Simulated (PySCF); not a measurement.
## CH$_{5}$FSn: geometry relaxation

- system: CH$_{5}$FSn, SMILES [H][Sn]([H])([CH3])[F]
- method: PBE0-D3(BJ)/def2-SVP geometry optimisation, gas phase (PySCF 2.14.0)

It belongs to a series of runs on one base structure; here: one ligand: Cl to F.

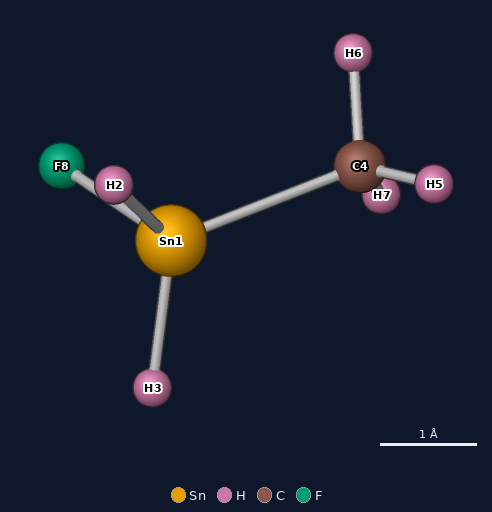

Figure 1. The input geometry (ball-and-stick view, seen at a tilt; atoms are numbered from 1 in the order of the input). Sticks mark near contacts. Bond lengths as drawn: C–H 1.02 to 1.19 Å, C–Sn 2.21 Å, F–Sn 1.89 Å and H–Sn 1.58 to 1.66 Å.

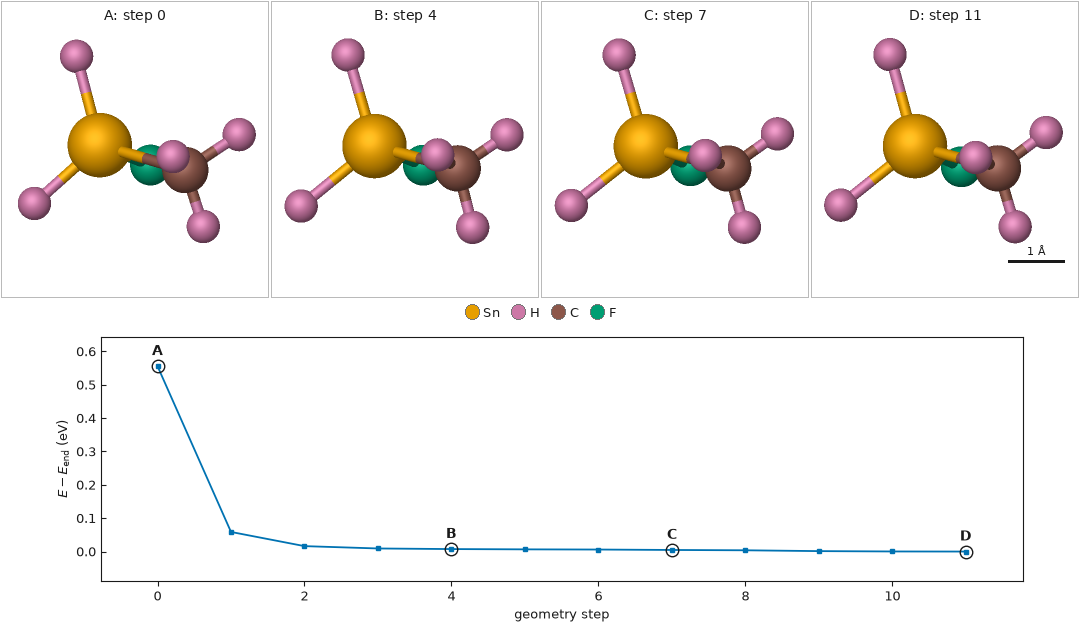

Figure 2. Frames of the relaxation (ball-and-stick view, seen at a tilt) above the curves, on which the letters mark them (steps are counted from 0).

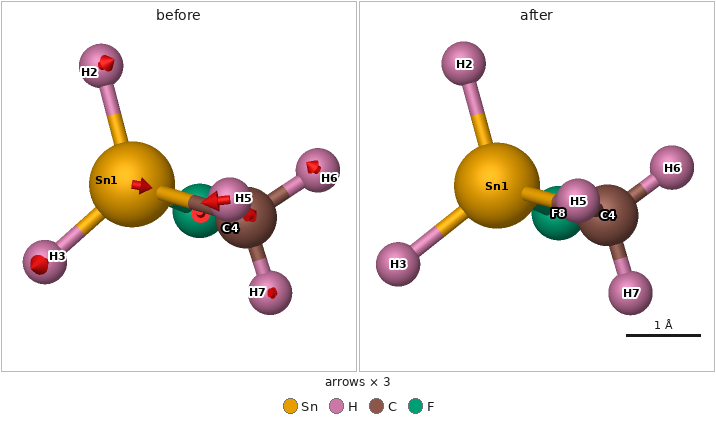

Figure 3. Before (left) and after (right) the relaxation, at one scale (ball-and-stick view, seen at a tilt). The red arrows give the displacements, magnified 3 times. The largest moves after the best rigid fit, 0.13 Å, are those of H3 and H5. By element the largest moves are H 0.13 Å, F 0.11 Å, Sn 0.10 Å, C 0.08 Å. Distances before and after: Sn1–H3 1.581 → 1.712 Å, C4–H6 1.192 → 1.099 Å, C4–H5 1.018 → 1.100 Å, Sn1–C4 2.210 → 2.137 Å. Among the angles that change: Sn1–C4–H5 116.8° → 109.9°, H6–C4–H7 104.2° → 109.3°, H5–C4–H6 104.7° → 109.1°. Over 11 geometry steps the energy falls by 0.556 eV. Largest force component: 3.7 eV/Å at the start, 0.018 eV/Å at the end. (Atoms are counted from 1 in the order of the input.)

The input and output of the run follow.

Input
```
{"job": {"xc": "PBE0", "basis": "def2-SVP", "d3": "d3bj", "grid": 1, "maxiter": 30, "shake": 0.03, "kind": "geom"}, "charge": 0, "multiplicity": 1}
Sn     0.629450    -0.739520     0.417740
H      0.507620    -0.955570     2.063380
H      2.052240    -0.979640    -0.228600
C     -0.451960     1.001340    -0.408630
H     -0.173020     1.919130    -0.066410
H     -1.600750     0.900740    -0.105730
H     -0.458470     0.961320    -1.480600
F     -0.366890    -2.193460    -0.274860
```

The first line tells a small driver script what to run in PySCF; the rest is the geometry in Å.

Command:
```bash
OMP_NUM_THREADS=1 python <driver script> task.json out
```

Output
```
step   0  E = -354.98808342  max force = 0.072172
step   1  E = -355.00634831  max force = 0.016538
step   2  E = -355.00791082  max force = 0.004284
step   3  E = -355.00816946  max force = 0.002026
step   4  E = -355.00823482  max force = 0.001292
step   5  E = -355.00826650  max force = 0.000577
step   6  E = -355.00828673  max force = 0.000506
step   7  E = -355.00833380  max force = 0.001787
step   8  E = -355.00836887  max force = 0.002049
step   9  E = -355.00846016  max force = 0.001320
step  10  E = -355.00849866  max force = 0.000702
step  11  E = -355.00850893  max force = 0.000352
optimisation converged
```

Trajectory as extended XYZ (Å, eV, eV/Å), 12 frames, from step=0 to step=11
```
8
Properties=species:S:1:pos:R:3:forces:R:3 step=0 energy=-9659.71777
Sn    0.6294   -0.7395    0.4177   -1.8239   2.1391   0.2630
H     0.5076   -0.9556    2.0634   -0.0005   0.0435   0.7295
H     2.0522   -0.9796   -0.2286    2.2146  -0.2471  -0.8704
C    -0.4520    1.0013   -0.4086   -3.3732  -3.7112   0.7283
H    -0.1730    1.9191   -0.0664    1.3009   3.0419   1.1394
H    -1.6007    0.9007   -0.1057    2.2719  -0.0195  -0.4600
H    -0.4585    0.9613   -1.4806    0.2780  -0.0471  -0.9625
F    -0.3669   -2.1935   -0.2749   -0.8679  -1.1995  -0.5674
8
Properties=species:S:1:pos:R:3:forces:R:3 step=1 energy=-9660.21478
Sn    0.5618   -0.7043    0.3871    0.4182  -0.8504  -0.1187
H     0.4475   -0.8666    2.1051    0.0981  -0.0022  -0.2320
H     2.1675   -0.9162   -0.3009   -0.5161   0.0487   0.3259
C    -0.4734    0.9541   -0.3826   -0.5344   0.2716  -0.1874
H    -0.1268    1.9248   -0.0021    0.1607  -0.0442  -0.0890
H    -1.5255    0.8389   -0.0890   -0.0817   0.0010   0.0536
H    -0.4439    0.9176   -1.4812    0.1381   0.1468   0.0321
F    -0.4690   -2.2340   -0.3201    0.3171   0.4287   0.2155
8
Properties=species:S:1:pos:R:3:forces:R:3 step=2 energy=-9660.25730
Sn    0.5672   -0.7267    0.3874    0.0056   0.0507  -0.2203
H     0.4743   -0.8924    2.0901    0.0416   0.0037  -0.0082
H     2.1510   -0.9326   -0.2700   -0.1597   0.0294   0.1229
C    -0.4962    0.9682   -0.3909   -0.0641  -0.0751   0.0304
H    -0.1186    1.9286   -0.0072    0.0757  -0.1051  -0.0423
H    -1.5496    0.8657   -0.0969   -0.0405  -0.0056   0.0430
H    -0.4490    0.9520   -1.4895    0.0850   0.0494   0.0400
F    -0.4409   -2.2484   -0.3068    0.0564   0.0527   0.0346
8
Properties=species:S:1:pos:R:3:forces:R:3 step=3 energy=-9660.26434
Sn    0.5568   -0.7255    0.3751   -0.0426   0.0740   0.0126
H     0.4815   -0.8886    2.0756    0.0108  -0.0048   0.0487
H     2.1291   -0.9170   -0.2585    0.1033  -0.0047  -0.0175
C    -0.5032    0.9612   -0.3884   -0.0739   0.0098  -0.0023
H    -0.0951    1.9048    0.0019    0.0047  -0.0304   0.0024
H    -1.5590    0.8706   -0.0922    0.0407   0.0373  -0.0119
H    -0.4384    0.9606   -1.4853    0.0017   0.0231   0.0071
F    -0.4335   -2.2517   -0.3120   -0.0447  -0.1042  -0.0393
8
Properties=species:S:1:pos:R:3:forces:R:3 step=4 energy=-9660.26612
Sn    0.5528   -0.7297    0.3708   -0.0664   0.0199   0.0030
H     0.4834   -0.8922    2.0751    0.0011  -0.0036   0.0023
H     2.1327   -0.9135   -0.2560    0.0508   0.0009  -0.0110
C    -0.5083    0.9629   -0.3878    0.0111  -0.0219  -0.0076
H    -0.0891    1.8986    0.0081    0.0034  -0.0036   0.0186
H    -1.5634    0.8819   -0.0924   -0.0011   0.0205   0.0021
H    -0.4398    0.9718   -1.4842   -0.0080   0.0068  -0.0014
F    -0.4301   -2.2654   -0.3173    0.0093  -0.0189  -0.0059
8
Properties=species:S:1:pos:R:3:forces:R:3 step=5 energy=-9660.26698
Sn    0.5467   -0.7342    0.3642   -0.0094  -0.0109  -0.0039
H     0.4811   -0.8995    2.0694   -0.0098  -0.0058  -0.0072
H     2.1359   -0.9063   -0.2549   -0.0116   0.0078   0.0015
C    -0.5123    0.9639   -0.3850    0.0297  -0.0151  -0.0106
H    -0.0815    1.8900    0.0208   -0.0011   0.0118   0.0172
H    -1.5678    0.8940   -0.0893   -0.0072   0.0054   0.0055
H    -0.4425    0.9852   -1.4811   -0.0118  -0.0011  -0.0001
F    -0.4214   -2.2789   -0.3278    0.0212   0.0079  -0.0023
8
Properties=species:S:1:pos:R:3:forces:R:3 step=6 energy=-9660.26753
Sn    0.5427   -0.7383    0.3579    0.0182  -0.0195   0.0022
H     0.4760   -0.9113    2.0627   -0.0161  -0.0073  -0.0132
H     2.1369   -0.8965   -0.2553   -0.0260   0.0087   0.0037
C    -0.5146    0.9653   -0.3804    0.0233  -0.0014  -0.0026
H    -0.0772    1.8844    0.0350   -0.0028   0.0112   0.0074
H    -1.5700    0.9017   -0.0833   -0.0094  -0.0049   0.0069
H    -0.4464    0.9977   -1.4763   -0.0077  -0.0038   0.0018
F    -0.4091   -2.2887   -0.3440    0.0205   0.0171  -0.0063
8
Properties=species:S:1:pos:R:3:forces:R:3 step=7 energy=-9660.26881
Sn    0.5335   -0.7515    0.3339    0.0919  -0.0315   0.0153
H     0.4530   -0.9640    2.0345   -0.0285  -0.0152  -0.0218
H     2.1423   -0.8558   -0.2579   -0.0502   0.0086   0.0097
C    -0.5234    0.9706   -0.3584   -0.0138   0.0368   0.0291
H    -0.0689    1.8671    0.0892   -0.0049   0.0044  -0.0263
H    -1.5778    0.9207   -0.0545   -0.0055  -0.0355   0.0061
H    -0.4635    1.0422   -1.4528    0.0091  -0.0094   0.0035
F    -0.3569   -2.3149   -0.4177    0.0019   0.0419  -0.0157
8
Properties=species:S:1:pos:R:3:forces:R:3 step=8 energy=-9660.26977
Sn    0.5339   -0.7560    0.3226    0.1054  -0.0252   0.0175
H     0.4393   -0.9987    2.0181   -0.0243  -0.0172  -0.0208
H     2.1473   -0.8337   -0.2599   -0.0436   0.0065   0.0124
C    -0.5272    0.9732   -0.3439   -0.0316   0.0490   0.0386
H    -0.0705    1.8626    0.1165   -0.0040  -0.0018  -0.0394
H    -1.5805    0.9212   -0.0359   -0.0013  -0.0415   0.0029
H    -0.4728    1.0615   -1.4373    0.0172  -0.0091   0.0041
F    -0.3311   -2.3158   -0.4638   -0.0177   0.0393  -0.0154
8
Properties=species:S:1:pos:R:3:forces:R:3 step=9 energy=-9660.27225
Sn    0.5482   -0.7583    0.3053    0.0525   0.0182   0.0029
H     0.4088   -1.0876    1.9805    0.0087  -0.0120   0.0040
H     2.1628   -0.7912   -0.2651    0.0195  -0.0013   0.0156
C    -0.5303    0.9786   -0.3077   -0.0679   0.0496   0.0420
H    -0.0879    1.8683    0.1663    0.0013  -0.0183  -0.0477
H    -1.5803    0.8974    0.0075    0.0141  -0.0180  -0.0095
H    -0.4896    1.0871   -1.4000    0.0270   0.0019   0.0035
F    -0.2934   -2.2800   -0.5705   -0.0554  -0.0201  -0.0108
8
Properties=species:S:1:pos:R:3:forces:R:3 step=10 energy=-9660.27330
Sn    0.5534   -0.7525    0.3170   -0.0075   0.0216  -0.0073
H     0.4201   -1.0671    1.9950    0.0114  -0.0057   0.0136
H     2.1624   -0.8106   -0.2635    0.0287  -0.0022   0.0099
C    -0.5262    0.9778   -0.3174   -0.0361   0.0166   0.0213
H    -0.0924    1.8796    0.1395   -0.0004  -0.0129  -0.0172
H    -1.5766    0.8891   -0.0065    0.0088   0.0004  -0.0051
H    -0.4797    1.0664   -1.4114    0.0100   0.0018   0.0026
F    -0.3227   -2.2683   -0.5365   -0.0150  -0.0196  -0.0178
8
Properties=species:S:1:pos:R:3:forces:R:3 step=11 energy=-9660.27358
Sn    0.5540   -0.7527    0.3144   -0.0181   0.0082  -0.0051
H     0.4214   -1.0765    1.9915    0.0076  -0.0033   0.0040
H     2.1664   -0.8061   -0.2597    0.0156  -0.0002   0.0048
C    -0.5294    0.9785   -0.3140   -0.0043   0.0000   0.0081
H    -0.0941    1.8791    0.1431   -0.0019  -0.0017  -0.0027
H    -1.5795    0.8888   -0.0035    0.0033   0.0002  -0.0029
H    -0.4809    1.0697   -1.4076    0.0003  -0.0020  -0.0022
F    -0.3196   -2.2664   -0.5478   -0.0025  -0.0013  -0.0040
```

Key numbers

| quantity | value |
| --- | --- |
| outcome | converged |
| total energy | −355.008509 hartree |
| dipole moment | 3.05 D |
| point group | Cs |
| hardware | 1 CPU thread, shared host |
| wall time | 29 s |
| peak memory | 0.31 GiB |
